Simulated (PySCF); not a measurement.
# AlHCl2 (SMILES [H][Al]([Cl])[Cl]) at CCSDT/STO-6G

What is the energy change on altering one bond length of AlHCl2 at CCSDT/STO-6G? Input form: a Python script.

The results are computed with PySCF 2.14.0.

11 further runs of the same task are left out: 11 set aside as unsound or not needed.

## 1. The molecule

AlHCl2 has 4 atoms, charge 0, and is taken as a singlet. As SMILES, `[H][Al]([Cl])[Cl]`. Geometry: a GFN2-xTB relaxation, a rough one for these elements and not checked as a minimum.

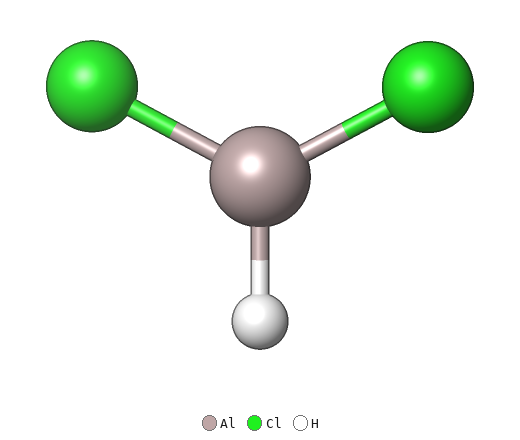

Viewed from a chosen angle; aluminium light grey, chlorine green, hydrogen white.

## 2. The energy at CCSDT/STO-6G

Input file input.py:

```python
# AlCl2H
from pyscf import gto, cc

mol = gto.Mole()
mol.atom = [
    ('Al', (-0.047750, -0.080660, -0.000420)),
    ('Cl', (1.971850, -0.182600, 0.014280)),
    ('Cl', (-1.095680, 1.649890, -0.015830)),
    ('H', (-0.828410, -1.386630, 0.001980)),
]
mol.spin = 0
mol.verbose = 4
mol.basis = 'sto-6g'
mol.max_memory = 1860
mol.build()

calc0 = mol.RHF()
calc0.conv_tol = 1e-10
calc0.kernel()
if not calc0.converged:
    calc0 = calc0.newton().run(calc0.mo_coeff, calc0.mo_occ)

mycc = cc.CCSDT(calc0, frozen=15)
mycc.kernel()
e_tot = mycc.e_tot
print('Final energy', e_tot)
```

On the command line:

```bash
$ OMP_NUM_THREADS=1 python input.py
```

The log of the run:

```text
PySCF version 2.14.0

[INPUT] num. atoms = 4
[INPUT] num. electrons = 48
[INPUT] charge = 0
[INPUT] spin (= nelec alpha-beta = 2S) = 0
[INPUT] symmetry False subgroup None
[INPUT] Mole.unit = angstrom
[INPUT] Symbol           X                Y                Z      unit          X                Y                Z       unit  Magmom
[INPUT]  1 Al    -0.047750000000  -0.080660000000  -0.000420000000 AA   -0.090234422448  -0.152425309207  -0.000793684972 Bohr   0.0
[INPUT]  2 Cl     1.971850000000  -0.182600000000   0.014280000000 AA    3.726256458724  -0.345063990346   0.026985289059 Bohr   0.0
[INPUT]  3 Cl    -1.095680000000   1.649890000000  -0.015830000000 AA   -2.070535120163   3.117840235659  -0.029914364552 Bohr   0.0
[INPUT]  4 H     -0.828410000000  -1.386630000000   0.001980000000 AA   -1.565468018851  -2.620350936106   0.003741657727 Bohr   0.0

nuclear repulsion = 168.858064491441
number of shells = 16
number of NR pGTOs = 168
number of NR cGTOs = 28
basis = sto-6g
ecp = {}

******** <class 'pyscf.scf.hf.RHF'> ********
method = RHF
initial guess = minao
damping factor = 0
level_shift factor = 0
DIIS = <class 'pyscf.scf.diis.CDIIS'>
diis_start_cycle = 1
diis_space = 8
diis_damp = 0
SCF conv_tol = 1e-10
SCF conv_tol_grad = None
SCF max_cycles = 50
direct_scf = True
direct_scf_tol = 1e-13
Set gradient conv threshold to 1e-05
Initial guess from minao.
init E= -1157.19586793971
  HOMO = -0.420487853314376  LUMO = 0.139435045311873  gap/eV = 15.23628
cycle= 1 E= -1157.6739607302  delta_E= -0.478  |g|= 0.285  |ddm|= 2.14
  HOMO = -0.372142955812555  LUMO = 0.21100379890226  gap/eV = 15.86823
cycle= 2 E= -1157.71584148587  delta_E= -0.0419  |g|= 0.0468  |ddm|= 0.679
  HOMO = -0.382428645775014  LUMO = 0.259567418060326  gap/eV = 17.46960
cycle= 3 E= -1157.71680892306  delta_E= -0.000967  |g|= 0.0108  |ddm|= 0.0862
  HOMO = -0.383178765966129  LUMO = 0.259824545220311  gap/eV = 17.49701
cycle= 4 E= -1157.71689965596  delta_E= -9.07e-05  |g|= 0.00139  |ddm|= 0.0335
  HOMO = -0.383140405201921  LUMO = 0.259535379981999  gap/eV = 17.48810
cycle= 5 E= -1157.71690136771  delta_E= -1.71e-06  |g|= 0.000212  |ddm|= 0.00483
  HOMO = -0.383137121446121  LUMO = 0.259562524918886  gap/eV = 17.48875
cycle= 6 E= -1157.7169014147  delta_E= -4.7e-08  |g|= 2.59e-05  |ddm|= 0.0008
  HOMO = -0.383135053059168  LUMO = 0.259567205780991  gap/eV = 17.48882
cycle= 7 E= -1157.71690141536  delta_E= -6.53e-10  |g|= 3.15e-06  |ddm|= 9.46e-05
  HOMO = -0.383134961914409  LUMO = 0.259566847154288  gap/eV = 17.48881
cycle= 8 E= -1157.71690141536  delta_E= -5e-12  |g|= 2.5e-07  |ddm|= 9.02e-06
  HOMO = -0.383134932470479  LUMO = 0.259566889343292  gap/eV = 17.48881
Extra cycle  E= -1157.71690141536  delta_E=    0  |g|= 7.72e-08  |ddm|= 6.38e-07
converged SCF energy = -1157.71690141536

******** <class 'pyscf.cc.rccsdt.RCCSDT'> ********
RCCSDT nocc = 9, nmo = 13
Allocating only the i<=j<=k part of the T3 amplitude in memory
frozen orbitals 15
max_cycle = 50
conv_tol = 1e-07
conv_tol_normt = 1e-06
diis with the T3 amplitude
diis_space = 6
diis_start_cycle = 0
diis_start_energy_diff = 1e+09
einsum_backend: numpy
_make_eris_incore_RCCSDT
blksize  8    blksize_oovv  4    blksize_oooo  4    blksize_vvvv  1

WARN: A large `blksize` is being used, which may cause large memory consumption
      for storing contraction intermediates. If memory is sufficient, consider using
      `pyscf.cc.rccsdt_highm.RCCSDT` instead.

Approximate memory usage estimate
    T3 memory                82.5 KB
    R3 memory                82.5 KB
    Symmetrized T3 memory    45.0 KB
    ERIs memory               223 KB
    T1-ERIs memory            223 KB
    Intermediates memory      223 KB
    Block workspace           104 KB
    T3 einsum buffer          104 KB
Init t2, MP2 energy = -1157.748161779037  E_corr(MP2) -0.031260363677
Init E_corr(RCCSDT) = -0.0312603636765836
cycle =  1  E_corr(RCCSDT) = -0.037344584068  dE = -6.084220391116e-03  norm(d tamps) = 4.00022220e-02
cycle =  2  E_corr(RCCSDT) = -0.040826369037  dE = -3.481784969750e-03  norm(d tamps) = 1.63216792e-02
cycle =  3  E_corr(RCCSDT) = -0.041764423753  dE = -9.380547154915e-04  norm(d tamps) = 6.82515473e-03
cycle =  4  E_corr(RCCSDT) = -0.042534714153  dE = -7.702903996170e-04  norm(d tamps) = 3.11895302e-03
cycle =  5  E_corr(RCCSDT) = -0.042530062651  dE =  4.651501099580e-06  norm(d tamps) = 6.01487146e-04
cycle =  6  E_corr(RCCSDT) = -0.042526827710  dE =  3.234941190519e-06  norm(d tamps) = 1.55829579e-04
cycle =  7  E_corr(RCCSDT) = -0.042526053338  dE =  7.743723390088e-07  norm(d tamps) = 3.35541467e-05
cycle =  8  E_corr(RCCSDT) = -0.042526185592  dE = -1.322536408721e-07  norm(d tamps) = 1.11197341e-05
cycle =  9  E_corr(RCCSDT) = -0.042526130727  dE =  5.486411273209e-08  norm(d tamps) = 4.24194173e-06
cycle = 10  E_corr(RCCSDT) = -0.042526160139  dE = -2.941115340854e-08  norm(d tamps) = 9.95518012e-07
RCCSDT converged
E(RCCSDT) = -1157.759427575499   E_corr = -0.04252616013861034
E_corr(same-spin) = -0.00473623237080589
E_corr(oppo-spin) = -0.0377899277678045
Final energy -1157.7594275754993
```

Run time: 1.4 s. Hardware: 1 thread of Arm Neoverse V2, shared host; peak memory 0.12 GiB.

## 3. The distorted shape, same level

Input file geometry.xyz:

```xyz
4
AlCl2H
Al     0.108376     0.180523    -0.000900
Cl     2.127976     0.078583     0.013800
Cl    -0.939554     1.911073    -0.016310
H     -0.828410    -1.386630     0.001980
```

Input file run.py:

```python
from pyscf import gto, scf, cc

molecule = gto.M(
    atom='geometry.xyz',
    spin=0,
    verbose=3,
    basis='sto-6g',
    max_memory=1860,
)

mf = scf.RHF(molecule)
mf.conv_tol = 1e-10
mf.kernel()
if not mf.converged:
    mf = mf.newton().run(mf.mo_coeff, mf.mo_occ)

mycc = cc.CCSDT(mf, frozen=15)
mycc.kernel()
etot = mycc.e_tot
print('Final energy', etot)
```

On the command line:

```bash
$ OMP_NUM_THREADS=1 python run.py
```

The log of the run:

```text
converged SCF energy = -1157.67346522222
_make_eris_incore_RCCSDT

WARN: A large `blksize` is being used, which may cause large memory consumption
      for storing contraction intermediates. If memory is sufficient, consider using
      `pyscf.cc.rccsdt_highm.RCCSDT` instead.

RCCSDT converged
E(RCCSDT) = -1157.727105209904   E_corr = -0.05363998768763376
E_corr(same-spin) = -0.00505342185974506
E_corr(oppo-spin) = -0.0485865658278887
Final energy -1157.7271052099043
```

It took 1.4 s on 1 thread of Arm Neoverse V2, shared host; peak memory 0.11 GiB.

## 4. Results

At CCSDT/STO-6G, 15 core orbitals frozen:

| quantity | value |
| --- | --- |
| first shape: total energy | -1157.75943 Eh |
| first shape: dipole moment (Hartree–Fock density) | 2.04 D |
| first shape: HOMO energy (Hartree–Fock orbitals) | -10.43 eV |
| first shape: LUMO energy (Hartree–Fock orbitals) | 7.06 eV |
| first shape: HOMO–LUMO gap (Hartree–Fock orbitals) | 17.49 eV |
| first shape: correlation energy (15 core orbitals frozen) | -42.5 mEh |
| first shape: T1 diagnostic | 0.007 |
| distorted shape: total energy | -1157.72711 Eh |
| distorted shape: dipole moment (Hartree–Fock density) | 1.75 D |
| distorted shape: HOMO energy (Hartree–Fock orbitals) | -9.69 eV |
| distorted shape: LUMO energy (Hartree–Fock orbitals) | 7.01 eV |
| distorted shape: HOMO–LUMO gap (Hartree–Fock orbitals) | 16.70 eV |
| distorted shape: correlation energy (15 core orbitals frozen) | -53.6 mEh |
| distorted shape: T1 diagnostic | 0.008 |
| energy change with the Al1–H4 bond stretched from 1.522 to 1.826 Å | 0.880 eV |

In words: With the Al1–H4 bond stretched from 1.522 to 1.826 Å the energy rises by 0.88 eV (84.9 kJ/mol). The first shape isn't relaxed at this level, so the change isn't measured from a minimum. The minimal basis adds a large error of its own. Mulliken charges (distorted shape) of the mean-field density run from -0.46 on Cl3 to +1.14 on Al1; they depend strongly on the basis.
